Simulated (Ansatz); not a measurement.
The calculation's input:

```
crystal:
  periodic: [false, false, false]
  atoms:
    - {symbol: C, position_ang: [-1.253462, -2.593025, -0.859808]}
    - {symbol: C, position_ang: [-0.862500, -1.406237, 0.048333]}
    - {symbol: O, position_ang: [-2.339878, 0.370338, 1.887023]}
    - {symbol: Si, position_ang: [-1.978622, -1.151558, 1.481310]}
    - {symbol: H, position_ang: [-1.318683, -3.549344, -0.304138]}
    - {symbol: H, position_ang: [-2.215553, -2.418771, -1.378485]}
    - {symbol: H, position_ang: [-0.473334, -2.717110, -1.635306]}
    - {symbol: H, position_ang: [0.145152, -1.569991, 0.506589]}
    - {symbol: H, position_ang: [-0.793766, -0.435786, -0.490442]}
    - {symbol: H, position_ang: [-2.589803, -2.236346, 2.306095]}
    - {symbol: H, position_ang: [-2.906996, 0.645407, 2.637411]}
basis:
  gaussian:
    orbitals: def2-TZVPD
total_charge: 1
hamiltonian:
  xc: pbe0
output: {forces: true, orbitals: {seedname: orbitals}}
```

Command:

```sh
ansatz run input.yaml --threads 2 --pin off --max-ram 4350MiB --events-out events.jsonl --progress --plain --runs-dir runs
```

Geometry: PBE-D3(BJ)/def2-SVP.

The calculation used isolated molecule in a Gaussian basis; Kohn-Sham density functional theory, functional PBE0 (Ansatz).

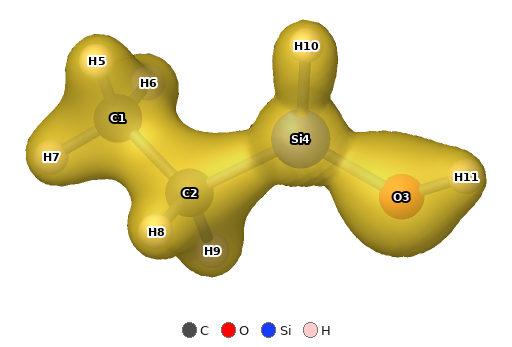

C$_{2}$H$_{7}$OSi (charge +1). Isosurface of the total electron density at 0.6 e/Å³ (yellow), seen at a tilt.

> How is the density connected at this value?

At this value the surface is in one piece. It bridges the sampled C–C (1.54 Å), Si–O (1.62 Å), C–Si (1.83 Å) and O–H (0.98 Å) contacts, where the density stays above the isovalue. On the grid the lowest density along these lines, outside the cores, is 1.5 e/Å³ (C–C, 1.54 Å), 1.1 e/Å³ (Si–O, 1.62 Å), 0.93 e/Å³ (C–Si, 1.83 Å) and 2.2 e/Å³ (O–H, 0.98 Å).
